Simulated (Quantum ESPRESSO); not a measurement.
# Voltage at the next charge: Ni(111), 5 layers against an electrode

**Set-up.** Quantum ESPRESSO 7.5, PBEsol, GBRV ultrasoft; ESM with bc3, a metal electrode 6.01 Å above the top atoms; cell area 5.365 Å²; ions fixed. V is the potential energy of an electron at the electrode over the slab's Fermi level, divided by e, so that it equals the work function at zero charge; positive charge removes electrons.

| charge (e a cell) | V (V) |
| --- | --- |
| 0 | 5.168 |
| 0.008 | 6.366 |
| 0.0161 | 7.592 |

To predict: What is V at a charge of 0.0322 e, and what capacitance do the rows imply?

By hand: The last two rows give dV/dq = (7.592 − 6.366)/(0.0161 − 0.008) = 151.4 V/e, so C = 1602/(5.365 × 151.4) = 1.97 µF/cm², an effective gap of 8.854/1.97 = 4.49 Å. At constant C, V = 7.592 + 151.4 × 0.0161 = 10.03 V.

What the calculation gave: V = 10.058 V; the estimate misses by −0.03 V, 1.2 % of the step. Over the three intervals C goes 1.99, 1.97 and 1.95 µF/cm².

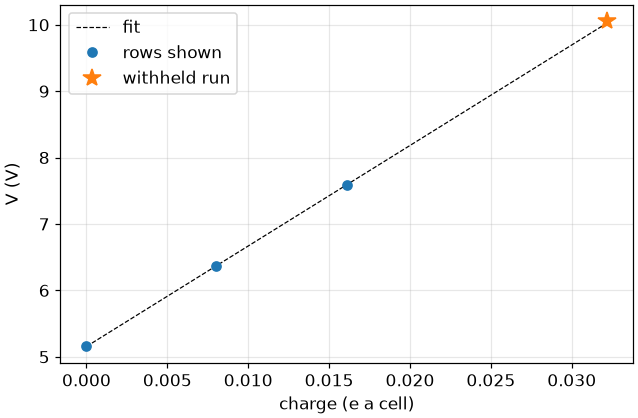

The rows shown, the fit and the withheld run.

**Limits.** Vacuum fills the gap; a dielectric or electrolyte would change C. The slab is thin.
